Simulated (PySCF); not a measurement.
C$_{4}$H$_{12}$GeO

Input file:

```
{"job": {"kind": "uv", "xc": "wB97X-D", "basis": "def2-SVPD", "ip": true}, "charge": 0, "multiplicity": 1}
C     -1.255012    -1.643031    -0.113773
C     -0.723155    -0.782017     1.025479
Ge     0.061511     0.899955     0.402145
C     -1.166809     1.963961    -0.654237
O      1.383263     0.507227    -0.745204
C      2.473625    -0.252534    -0.324680
H     -0.469973    -1.852748    -0.857259
H     -2.080686    -1.146466    -0.647532
H     -1.635900    -2.611774     0.247275
H      0.049685    -1.321222     1.598464
H     -1.518736    -0.536282     1.749341
H      0.672098     1.694901     1.584677
H     -2.049299     2.244279    -0.060636
H     -0.671430     2.879134    -1.006535
H     -1.496053     1.387655    -1.530754
H      3.039863     0.227185     0.499132
H      3.168966    -0.379875    -1.170987
H      2.188101    -1.267463     0.019135
```

Run with:

```sh
OMP_NUM_THREADS=1 python probes_run.py task.json out
```

Geometry: PBE0-D3(BJ)/def2-SVP.

Computed with PySCF, wB97X-D/def2-SVPD, SCF density, gas phase.

Question: What can the converged electron density and electron localisation function tell about the bonding?

Answer: C–O (1.39 Å): ρ is about 2.1 e/Å³ halfway, with its minimum of 1.8 e/Å³ about 0.5 Å from C; the ELF peaks at about 0.90 between the atoms; a shared but strongly polarised pair.
Ge–O (1.79 Å): ρ is about 0.93 e/Å³ halfway; the ELF peaks at about 0.85 in the valence shell of O, 0.6 Å from its nucleus, and is about 0.35 at the midpoint.
C–Ge (1.94 Å): the density is about 0.92 e/Å³ at the midpoint; the ELF peaks at about 0.95 in the valence shell of C, 0.7 Å from its nucleus, and is about 0.70 at the midpoint.
C–H (1.10 Å): the density is about 1.9 e/Å³ at the midpoint; the ELF climbs to about 1 towards the hydrogen, as it does in any bond to H: an ordinary covalent bond to hydrogen.

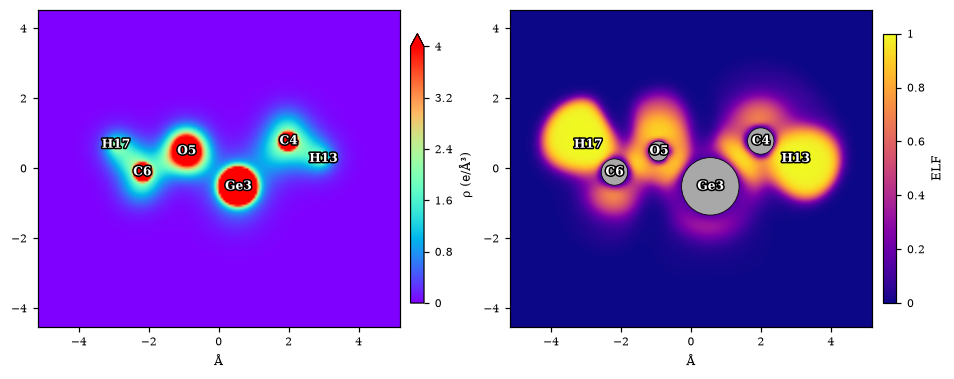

Computed electron density and electron localisation function on the plane of atoms C4, Ge3 and O5, in this order. Grey discs cover the atomic cores in the ELF map. 
